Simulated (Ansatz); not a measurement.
Input file:

```
crystal:
  periodic: [false, false, false]
  atoms:
    - {symbol: C, position_ang: [-0.775180, 1.437376, -0.502886]}
    - {symbol: B, position_ang: [-0.042428, 0.166084, -0.032383]}
    - {symbol: C, position_ang: [0.170679, -0.916373, 1.023391]}
    - {symbol: C, position_ang: [0.924091, -0.979621, -0.324052]}
    - {symbol: H, position_ang: [-1.686954, 1.082437, -1.006692]}
    - {symbol: H, position_ang: [-1.107929, 2.086162, 0.309896]}
    - {symbol: H, position_ang: [-0.223887, 2.018176, -1.245274]}
    - {symbol: H, position_ang: [-0.594220, -1.667259, 1.203508]}
    - {symbol: H, position_ang: [0.756988, -0.704324, 1.913779]}
    - {symbol: H, position_ang: [1.997272, -0.808075, -0.303808]}
    - {symbol: H, position_ang: [0.646866, -1.771584, -1.014878]}
basis:
  gaussian: {orbitals: def2-TZVPP}
hamiltonian: {xc: pbe0, dispersion: d4}
output: {orbitals: {seedname: orbitals}}
```

Launched as:

```sh
ansatz run in.yaml --threads 2 --pin off --events-out ev --progress --plain --max-ram 4352MiB
```

Geometry: PBE0-D4/def2-TZVP.

Level of theory: Ansatz, RKS PBE0-D4/def2-TZVPP.

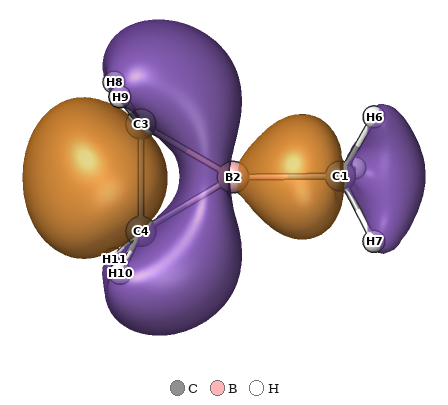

C3H7B. The HOMO−1 at ±0.08 Å⁻³ᐟ² (orange and purple are the two phases), seen across its widest extent.

Q: What is the character of this orbital?

A: By Hirshfeld shares it lies mainly on C4 (about 30 %), C3 (about 30 %), B2 (about 10 %) and C1 (about 10 %). Its energy is −7.88 eV.
